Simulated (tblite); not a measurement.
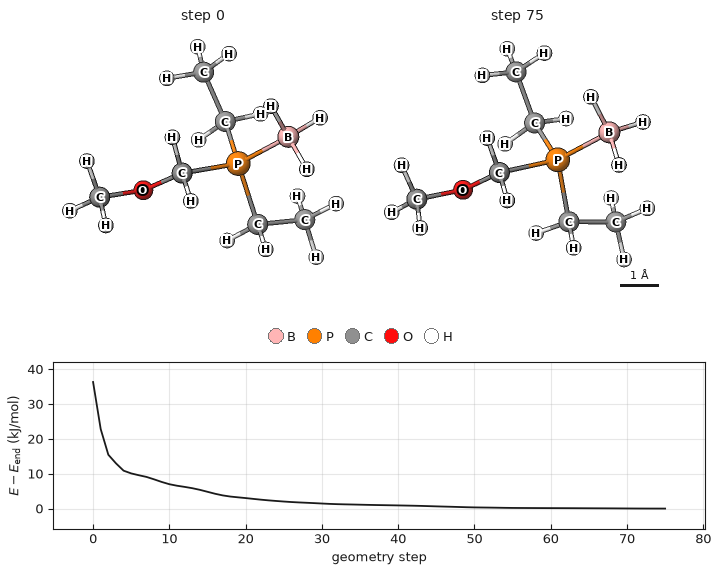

First and last geometry of a relaxation of C$_{6}$H$_{18}$BOP, with the history of the run. Style: ball-and-stick. Shown at a tilt.

Computed with GFN2-xTB geometry optimisation, gas phase in tblite. 

Question: What do the curves and the structures tell?

Answer: It converged. The energy falls by 36.3 kJ/mol in 75 geometry steps. The atom that moves furthest after the best rigid fit is an H atom (0.36 Å). By element the largest moves are H 0.36 Å, B 0.24 Å, P 0.20 Å, C 0.20 Å, O 0.15 Å. Near-neighbour distances that change, for instance: B–P 1.881 → 1.924 Å, C–P 1.817 → 1.850 Å, C–H 1.120 → 1.089 Å, C–O 1.418 → 1.406 Å. Among the angles between lasting bonds that change: C–P–C 110.3° → 101.8°, B–P–C 110.6° → 119.1°, C–P–C 107.7° → 100.2°.

```csv
step,"E − E(0), kJ/mol"
0,0.00
1,-13.50
2,-20.87
3,-23.33
4,-25.44
5,-26.23
6,-26.75
7,-27.23
8,-27.93
9,-28.68
10,-29.32
13,-30.46
17,-32.54
20,-33.30
24,-34.13
27,-34.55
31,-34.97
34,-35.15
37,-35.30
41,-35.45
44,-35.61
48,-35.87
51,-36.01
54,-36.10
58,-36.17
61,-36.19
65,-36.23
68,-36.26
72,-36.30
75,-36.32
```
